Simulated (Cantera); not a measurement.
Feed: 1 mol BF₃, 1.7 mol O₂, 0.25 mol N₂, equilibrated at 0.200 bar.

Cantera equilibrium calculation (NASA polynomials, part measured and part estimated; ideal gas, pure solids and liquids). Candidate condensed phases: B, BN, B₂O₃; 31 gas species. The tables' values for BF₂ are old estimates; treat these amounts as uncertain. Rates play no part.

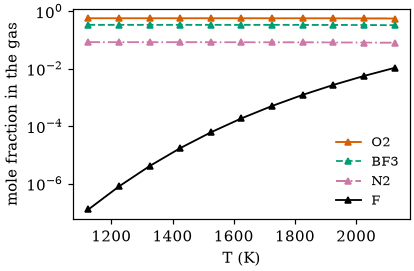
*Equilibrium gas composition (values under 1e-9 drawn at 1e-9)*

From 1125 K to 2125 K nothing is condensed. The main B-bearing gas is BF₃ throughout.
